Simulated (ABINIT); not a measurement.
# Quasiparticle gap of SiC (P6_3mc) in ABINIT

How does a plane-wave GW calculation on SiC (P6_3mc) run from the first input to the gap?

Program: ABINIT 10.8.3. Level of theory: PBE and many-body steps on it, plane waves. Results are calculated unless marked as measured.

**Experimental background.**

- Gap 3.285 eV: band gap at low temperature, quoted from earlier experiments; bulk crystal (quoted in “Excitation properties of the divacancy in 4H-SiC”, 2018, arxiv:1804.01167).

- Gap 3.26 eV: band gap of pure 4H-SiC, stated as experimental; bulk crystal (pure 4H-SiC, measurement details not given) (quoted in “IBIL Measurement and Optical Simulation of the DI Center in 4H-SiC”, 2023, pmc:10096426).

- Gap 3.26 eV: band gap at cryogenic temperature; bulk crystal (literature value) (quoted in “Silicon carbide diodes for neutron detection”, 2020, arxiv:2009.14696).

- Gap 3.2 eV: experimental band gap quoted from earlier work; bulk crystal (quoted in “Local vibrational modes of Si vacancy spin qubits in SiC”, 2020, arxiv:2002.00067).

Most raw output is cut from this account.

### Step 1. Set-up

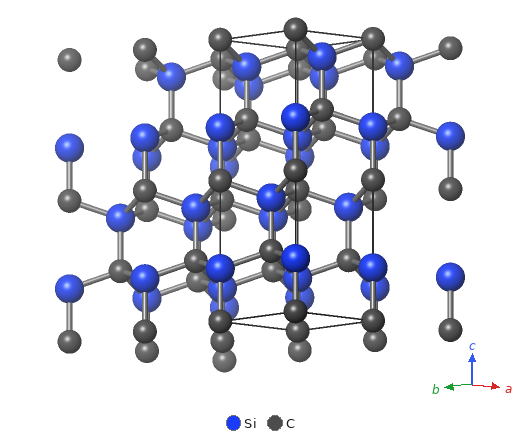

The cell as given, from a free direction (silicon blue, carbon dark grey). 2×3×1 cells are drawn. Bonds to atoms that aren't drawn are left out. Some periodic images of atoms are drawn too.

The cell and positions are those that the Materials Project relaxed with its own functionals (PBE, PBE+U or r2SCAN), kept fixed.

### Step 2. Ground state

This step: ABINIT 10.8.3; DFT, PBE, plane waves, norm-conserving pseudopotentials.

The ground-state density comes first.

run.abi

```
acell 3*1.0 Angstrom
rprim 
  3.075694149693 -0.000000000023 0.000000000000
  -1.537847074826 2.663629267917 0.000000000000
  0.000000000000 0.000000000000 10.070646480000
ntypat 2
znucl 14 6
natom 8
typat 1 1 1 1 2 2 2 2
xred 
  0.666666666667 0.333333333333 0.937841980000
  0.333333333333 0.666666666667 0.437841980000
  0.000000000000 0.000000000000 0.687894380000
  0.000000000000 0.000000000000 0.187894380000
  0.666666666667 0.333333333333 0.749802590000
  0.333333333333 0.666666666667 0.249802590000
  0.000000000000 0.000000000000 0.500460050000
  0.000000000000 0.000000000000 0.000460050000
pp_dirpath "pseudos"
pseudos "Si.upf, C.upf"
ecut 37
ngkpt 6 6 2
nshiftk 1
shiftk 0 0 0
kptopt 1
chksymbreak 0
nband 24
occopt 1
tolvrs 1e-10
nstep 60
prtwf 0
optforces 0
optstress 0
indata_prefix "in"
outdata_prefix "out"
tmpdata_prefix "tmp"
```

Started as:

```
$ OMP_NUM_THREADS=1 mpirun -n 4 abinit run.abi > log
```

Elapsed: 11 s, on 4 MPI ranks of AMD EPYC 9R45, shared host; peak memory 0.4 GiB.

Numbers from this step:

| Property | Result |
| --- | --- |
| total energy | -1117.8023 eV |
| gap | 2.228 eV |
| k of the valence top | 0, 0, 0 |
| k of the conduction bottom | 0.5, 0, 0 |
| least direct gap | 3.353 eV |

The gap is indirect, with the least direct gap 1.13 eV higher.

### Step 3. Bands along the symmetry lines

Levels along a band path, at the cheap level, show where the edges lie and whether the meshes to come will hold them.

run.abi: that of step 2 with these lines changed.

```diff
@@ -21,14 +21,53 @@
 ecut 37
-ngkpt 6 6 2
-nshiftk 1
-shiftk 0 0 0
-kptopt 1
-chksymbreak 0
-nband 24
-occopt 1
-tolvrs 1e-10
-nstep 60
+iscf -2
+irdden 1
+kptopt 0
+nkpt 39
+kpt 
+  0.00000000 0.00000000 0.00000000
+  0.12500000 0.00000000 0.00000000
+  0.25000000 0.00000000 0.00000000
+  0.37500000 0.00000000 0.00000000
+  0.50000000 0.00000000 0.00000000
+  0.45833333 0.08333333 0.00000000
+  0.41666666 0.16666666 0.00000000
+  0.37500000 0.25000000 0.00000000
+  0.33333333 0.33333333 0.00000000
+  0.25000000 0.25000000 0.00000000
+  0.16666666 0.16666666 0.00000000
+  0.08333333 0.08333333 0.00000000
+  0.00000000 0.00000000 0.00000000
+  0.00000000 0.00000000 0.12500000
+  0.00000000 0.00000000 0.25000000
+  0.00000000 0.00000000 0.37500000
+  0.00000000 0.00000000 0.50000000
+  0.12500000 0.00000000 0.50000000
+  0.25000000 0.00000000 0.50000000
+  0.37500000 0.00000000 0.50000000
+  0.50000000 0.00000000 0.50000000
+  0.45833333 0.08333333 0.50000000
+  0.41666666 0.16666666 0.50000000
+  0.37500000 0.25000000 0.50000000
+  0.33333333 0.33333333 0.50000000
+  0.25000000 0.25000000 0.50000000
+  0.16666666 0.16666666 0.50000000
+  0.08333333 0.08333333 0.50000000
+  0.00000000 0.00000000 0.50000000
+  0.50000000 0.00000000 0.50000000
+  0.50000000 0.00000000 0.37500000
+  0.50000000 0.00000000 0.25000000
+  0.50000000 0.00000000 0.12500000
+  0.50000000 0.00000000 0.00000000
+  0.33333333 0.33333333 0.50000000
+  0.33333333 0.33333333 0.37500000
+  0.33333333 0.33333333 0.25000000
+  0.33333333 0.33333333 0.12500000
+  0.33333333 0.33333333 0.00000000
+istwfk *1
+nband 23
+nbdbuf 2
+tolwfr 1e-08
+nstep 40
 prtwf 0
-optforces 0
-optstress 0
+prtvol 0
 indata_prefix "in"
```

Elapsed: 18 s, on 4 MPI ranks; peak memory 0.4 GiB.

Numbers from this step:

```yaml
gap: 2.228 eV
k_of_the_valence_top: 0, 0, 0
k_of_the_conduction_bottom: 0.5, 0, 0
least_direct_gap: 3.353 eV
```

The gap is 2.228 eV, as in the run before at this level.

The electronic bands at the labelled points (eV, zero at the top of the highest filled band):

```tsv
point	band 13	band 14	band 15	band 16	band 17	band 18	band 19	band 20
Γ	-0.58	-0.05	0.00	0.00	5.11	5.69	6.31	6.34
M	-2.37	-2.23	-1.58	-1.13	2.23	2.36	4.24	4.76
K	-4.00	-2.88	-2.88	-1.68	3.98	3.98	5.20	5.60
Γ	-0.58	-0.05	0.00	0.00	5.11	5.69	6.31	6.34
A	-0.21	-0.21	-0.21	-0.21	5.32	5.32	6.78	6.78
L	-2.51	-2.51	-1.56	-1.56	2.64	2.64	4.22	4.22
H	-2.76	-2.76	-2.46	-2.46	3.25	3.25	6.69	6.69
A	-0.21	-0.21	-0.21	-0.21	5.32	5.32	6.78	6.78
jump to L	-2.51	-2.51	-1.56	-1.56	2.64	2.64	4.22	4.22
M	-2.37	-2.23	-1.58	-1.13	2.23	2.36	4.24	4.76
jump to H	-2.76	-2.76	-2.46	-2.46	3.25	3.25	6.69	6.69
K	-4.00	-2.88	-2.88	-1.68	3.98	3.98	5.20	5.60
```

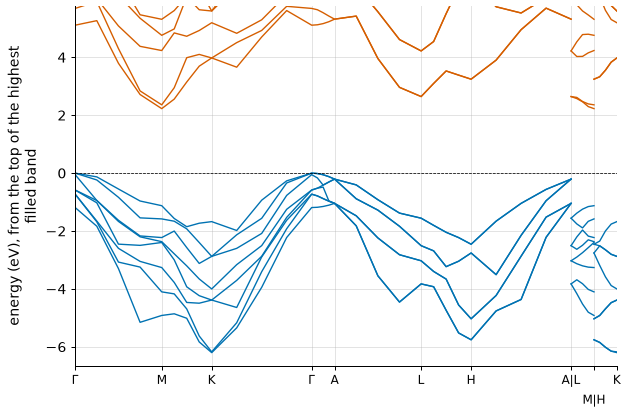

Electronic bands along the path; lines of filled and empty bands in two colours.

### Step 4. Empty states on the mesh, 3×3×2 mesh, 156 bands

The sums over transitions need many empty states on a uniform mesh; this step solves for them.

run.abi

```
acell 3*1.0 Angstrom
rprim 
  3.075694149693 -0.000000000023 0.000000000000
  -1.537847074826 2.663629267917 0.000000000000
  0.000000000000 0.000000000000 10.070646480000
ntypat 2
znucl 14 6
natom 8
typat 1 1 1 1 2 2 2 2
xred 
  0.666666666667 0.333333333333 0.937841980000
  0.333333333333 0.666666666667 0.437841980000
  0.000000000000 0.000000000000 0.687894380000
  0.000000000000 0.000000000000 0.187894380000
  0.666666666667 0.333333333333 0.749802590000
  0.333333333333 0.666666666667 0.249802590000
  0.000000000000 0.000000000000 0.500460050000
  0.000000000000 0.000000000000 0.000460050000
pp_dirpath "pseudos"
pseudos "Si.upf, C.upf"
ecut 37
ngkpt 3 3 2
nshiftk 1
shiftk 0 0 0
kptopt 1
chksymbreak 0
iscf -2
irdden 1
istwfk *1
nband 156
nbdbuf 14
tolwfr 1e-09
nstep 60
prtvol 0
indata_prefix "in"
outdata_prefix "out"
tmpdata_prefix "tmp"
```

The job ended after 37 s (4 MPI ranks; peak memory 0.43 GiB; 2.4 min of CPU time).

This step gave:

```
gap                                                           : 3.011 eV
k of the valence top                                          : 0, 0, 0
k of the conduction bottom                                    : 0.3333, 0, 0
least direct gap                                              : 3.856 eV
k points computed                                             : 6
lowest point of the top converged band, above the valence top : 64.1533 eV
```

On this mesh the gap is 3.011 eV. The earlier step found 2.228 eV, so this mesh misses an edge.

### Step 5. Screening, 3×3×2 mesh, 142 bands, screening to 130.6 eV

The RPA dielectric matrix is built and inverted for each q.

This step: RPA screening on PBE, plane waves, norm-conserving pseudopotentials.

run.abi: that of step 4 with these lines changed.

```diff
@@ -26,10 +26,11 @@
 chksymbreak 0
-iscf -2
-irdden 1
 istwfk *1
-nband 156
-nbdbuf 14
-tolwfr 1e-09
-nstep 60
-prtvol 0
+occopt 1
+irdwfk 1
+optdriver 3
+nband 142
+ecuteps 4.8
+inclvkb 2
+awtr 1
+symchi 1
 indata_prefix "in"
```

Wall time 15 s (4 MPI ranks); peak memory 1.1 GiB; 61 s of CPU time.

Numbers from this step:

```
ε∞ with local fields, on this mesh, along the program's q direction : 9.494
the same without local fields                                       : 10.38
plasma frequency                                                    : 23.13 eV
plane waves in the screening matrix                                 : 265
```

Local fields lower ε∞ by 9 %. On a Γ-centred mesh this coarse the value itself is usually too large, while a short band sum pulls it down.

### Step 6. Self-energy, 3×3×2 mesh, 142 bands, screening to 130.6 eV

The self-energy is evaluated for the states that the input lists, and the levels follow from it, in one-shot runs by the linearised quasiparticle equation.

This step: G0W0 on PBE, plane waves, norm-conserving pseudopotentials.

run.abi: that of step 5 with these lines changed.

```diff
@@ -29,8 +29,17 @@
 irdwfk 1
-optdriver 3
+optdriver 4
 nband 142
+gwcalctyp 0
+ecutsigx 37
+symsigma 1
+nkptgw 2
+kptgw 
+  0.0000000000 0.0000000000 0.0000000000
+  0.3333333333 0.0000000000 0.0000000000
+bdgw 
+  15 18
+  15 18
 ecuteps 4.8
-inclvkb 2
-awtr 1
-symchi 1
+irdscr 1
+ppmodel 1
 indata_prefix "in"
```

Wall time 7.7 s (4 MPI ranks); peak memory 0.91 GiB; 30 s of CPU time.

This step gave:

```yaml
g0w0_gap_on_the_points_computed: 3.624 eV
starting_gap_on_the_mesh: 3.011 eV
k_of_the_valence_top: 0, 0, 0
k_of_the_conduction_bottom: 0.3333, 0, 0
z_at_the_valence_top: 0.805
z_at_the_conduction_bottom: 0.829
least_direct_g0w0_gap_on_the_computed_points: 4.592 eV
```

The gap on the mesh goes from 3.01 eV to 3.62 eV, a correction of +0.61 eV. The start differs from the 2.23 eV found before because the two sample other k points.

Limits: finite bands, cutoff and mesh; coarse k mesh. v1 is the top filled band, c1 the lowest empty one. The levels before and after the correction (eV, zero at the valence-band top of each column):

```tsv
	conduction bottom	valence top
Kohn-Sham	3.01	0.00
G0W0	3.62	0.00
```

```tsv
	level	energy (eV)
Kohn-Sham	Γ v2-v1	0.000
Kohn-Sham	Γ c1	5.111
Kohn-Sham	Γ c2	5.690
Kohn-Sham	(0.333 0 0) v2	-1.372
Kohn-Sham	(0.333 0 0) v1	-0.845
Kohn-Sham	(0.333 0 0) c1	3.011
Kohn-Sham	(0.333 0 0) c2	3.247
G0W0	Γ v2-v1	0.000
G0W0	Γ c1	5.920
G0W0	Γ c2	6.487
G0W0	(0.333 0 0) v2	-1.488
G0W0	(0.333 0 0) v1	-0.968
G0W0	(0.333 0 0) c1	3.624
G0W0	(0.333 0 0) c2	3.864
```

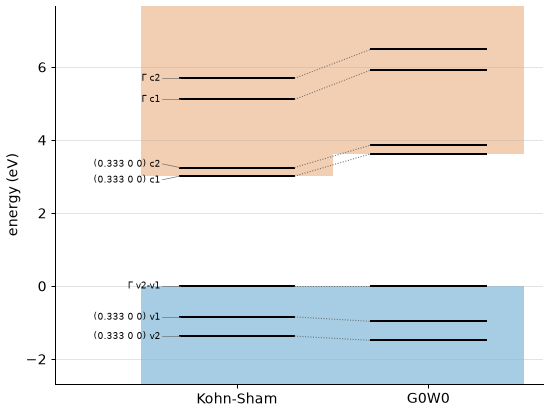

Levels before and after the correction. Shaded: valence and conduction bands.

### Step 7. Where the time went

Times are wall times on 4 MPI ranks of AMD EPYC 9R45, shared host, good to a factor of about two.

```tsv
step	time	share	memory (GiB)
ground state	11 s	12 %	0.4
bands along the symmetry lines	18 s	20 %	0.4
empty states on the mesh	37 s	41 %	0.43
screening	15 s	17 %	1.1
self-energy	7.7 s	9 %	0.91
```

### Step 8. What came out

| Item | Value |
| --- | --- |
| PBE gap | 2.23 eV, indirect |
| G0W0 gap on the mesh | 3.62 eV |
| G0W0 gap over the zone (rigid shift) | 2.84 eV |
| GW settings | 3×3×2 mesh, 142 bands, screening to 130.6 eV, Godby-Needs plasmon pole |
| known limits | not at the basis limit; coarse k mesh |

G0W0 moves the gap on the mesh from 3.01 eV to 3.62 eV (+0.61 eV), with Z of 0.81 and 0.83 at the edges. The mesh misses the band edges by 0.78 eV in all; a rigid shift gives 2.84 eV for the zone. Local fields lower the RPA ε∞ on this mesh from 10.38 to 9.49; a Γ-centred mesh this coarse tends to raise both, most where the direct gap is narrow, while a short band sum lowers them. Only 2 of the mesh's irreducible points were corrected, so a valley elsewhere could overtake. The dearest step here is «empty states on the mesh». Against experiment, by G0W0@PBE: the gap of 2.84 eV lies −0.44 eV from the measured 3.285 eV (kind not stated, quoted 2018); the gap of 2.84 eV lies −0.42 eV from the measured 3.26 eV (kind not stated, quoted 2023); the gap of 2.84 eV lies −0.42 eV from the measured 3.26 eV (kind not stated, quoted 2020); the gap of 2.84 eV lies −0.36 eV from the measured 3.2 eV (kind not stated, quoted 2020). The calculation has static nuclei and no excitons; a measured gap holds zero-point and thermal motion, which mostly lowers it. Bands and cutoff are finite, so the gap is not at the basis limit. The miss can reach some tenths of an eV and take either sign; the mesh is an error of its own. In the G0W0 run levels were corrected at 2 k points alone, so a gap called «on the mesh» is the least over those, and an edge elsewhere would be missed. A denser mesh or path gives a starting gap of 2.23 eV: the GW mesh misses a band edge, so its gaps are not the fundamental one. The 3×3×2 mesh is coarse for this cell, which bears on the long-range parts of exchange and screening.

[Paths, hosts, dates, memory and timing lines, banners, echoed tables and standing remarks are left out of the program output.]

[Logs are printed without paths, hosts, clocks, repeated set-up lines and the standing remarks that a program may print on its own settings, such as how far it seeks lower states.]

[Runs of the session that timed out or met a known fault of the program may be left out.]

[No measured gap is set beside runs whose start may be inverted or whose files or cutoffs have a known fault.]

[Hosts, paths, dates, database ids (printed as entryN), source tags and the programs' standing remarks are cut or masked in the printed files.]

[G0W0 gaps are taken among the corrected bands and points alone; a level outside them can change the order at an edge.]

[Where Ansatz stands beside ABINIT at settings called matched, ABINIT's density can come from a denser mesh and the files from another edition; pairs whose starting gaps differed by over 0.03 eV were left out, so agreement reads better than it is.]
